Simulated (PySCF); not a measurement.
# GeH2F (SMILES [F][GeH2]): UB3LYP/STO-3G

What is the vertical doublet–quartet gap of GeH2F at UB3LYP/STO-3G? 

Program for the calculation: PySCF 2.14.0.

8 further runs of the same task are left out: 2 that didn't finish, 6 set aside as unsound or not needed.

## (1) The structure to begin with

GeH2F has 4 atoms, charge 0, and is taken as a doublet. As SMILES, `[F][GeH2]`. The coordinates come from a PBE0-D4/def2-TZVP relaxation.

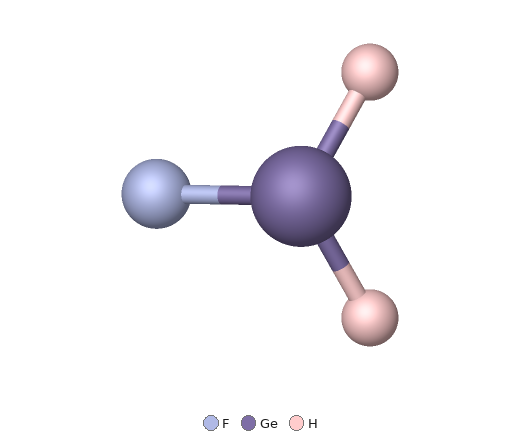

Viewed from a chosen angle; fluorine light blue, germanium purple, hydrogen pink.

## (2) A single-point energy at UB3LYP/STO-3G

The input, geometry.xyz:

```xyz
4

F      0.138200    -0.585400     1.442000
Ge     0.305700    -0.223200    -0.257100
H     -1.078800    -0.527800    -0.882000
H      0.690400     1.276000    -0.323100
```

The input, run.py:

```python
from pyscf import gto, dft

mol = gto.M(
    atom='geometry.xyz',
    basis='sto-3g',
    spin=1,
    charge=0,
    verbose=3,
    max_memory=1860,
)

myscf = dft.UKS(mol)
myscf.xc = 'b3lyp'
myscf.conv_tol = 1e-10
myscf.grids.level = 5
myscf.kernel()
if not myscf.converged:
    myscf = myscf.newton().run(myscf.mo_coeff, myscf.mo_occ)

energy = myscf.e_tot
print('E(%s) = %.9f' % ('B3LYP', energy))
```

Launch:

```
$ OMP_NUM_THREADS=1 python run.py
```

Output:

```text
WARN: HOMO -0.397016094458236 >= LUMO -0.397016094458231

converged SCF energy = -2152.56374180941  <S^2> = 0.75088362  2S+1 = 2.0008834
E(B3LYP) = -2152.563741809
```

Run time: 9.3 s. Hardware: 1 thread of AMD EPYC 7R43 (Zen 3), shared host; peak memory 0.22 GiB.

## (3) The quartet at the same level

The input, run.py:

```python
from pyscf import gto, dft

system = gto.Mole()
system.atom = 'F 0.138200 -0.585400 1.442000; Ge 0.305700 -0.223200 -0.257100; H -1.078800 -0.527800 -0.882000; H 0.690400 1.276000 -0.323100'
system.verbose = 3
system.spin = 3
system.basis = 'sto-3g'
system.max_memory = 1860
system.build()

mf = dft.UKS(system, xc='b3lyp')
mf.grids.level = 5
mf.conv_tol = 1e-10
mf.kernel()
if not mf.converged:
    mf = mf.newton().run(mf.mo_coeff, mf.mo_occ)

e_tot = mf.e_tot
print('E(%s) = %.9f' % ('B3LYP', e_tot))
```

Launch:

```
$ OMP_NUM_THREADS=1 python run.py
```

Output:

```text
WARN: HOMO -0.162765865418727 >= LUMO -0.548565038794719

WARN: HOMO 0.232811966476532 >= LUMO 0.103018534803508

WARN: HOMO 0.184411094031437 >= LUMO -0.0198513060211041

WARN: HOMO 0.15433918421272 >= LUMO -0.0789629677768897

WARN: HOMO 0.125181248833684 >= LUMO -0.091559814304906

WARN: HOMO 0.115325767452544 >= LUMO -0.0889787212994163

WARN: HOMO 0.113217028708933 >= LUMO -0.0910896788860613

WARN: HOMO 0.112549549788445 >= LUMO -0.0911096744607621

WARN: HOMO 0.112439061981119 >= LUMO -0.0911300029893758

WARN: HOMO 0.11238264834361 >= LUMO -0.0911995107442132

WARN: HOMO 0.112379826564075 >= LUMO -0.0912063820182624

WARN: HOMO 0.112375210427422 >= LUMO -0.0912073528485723

WARN: HOMO 0.112373957707809 >= LUMO -0.091206282188221

WARN: HOMO 0.112373998359132 >= LUMO -0.091206229885672

WARN: HOMO 0.112374050327643 >= LUMO -0.0912062206892917

converged SCF energy = -2152.27266107258  <S^2> = 3.7508784  2S+1 = 4.0004392
E(B3LYP) = -2152.272661073
```

Run time: 13 s. Hardware: 1 thread of AMD EPYC 7R43 (Zen 3), shared host; peak memory 0.22 GiB.

## (4) What came out

Level: UB3LYP/STO-3G.

| quantity | value |
| --- | --- |
| doublet: total energy | -2152.56374 Eh |
| doublet: dipole moment | 0.37 D |
| doublet: HOMO energy (highest over α and β) | -3.01 eV |
| doublet: LUMO energy (lowest over α and β) | 0.09 eV |
| doublet: ⟨S²⟩ | 0.751 |
| quartet: total energy | -2152.27266 Eh |
| quartet: dipole moment | 0.55 D |
| quartet: ⟨S²⟩ | 3.751 |
| vertical energy of the quartet above the doublet | 7.921 eV |

In words: At this shape the quartet lies 7.92 eV (183 kcal/mol) above the doublet. In a minimal basis such a difference can be off by several eV, whatever the method. Mulliken charges (doublet) run from -0.17 on F1 to +0.37 on Ge2; they depend strongly on the basis.
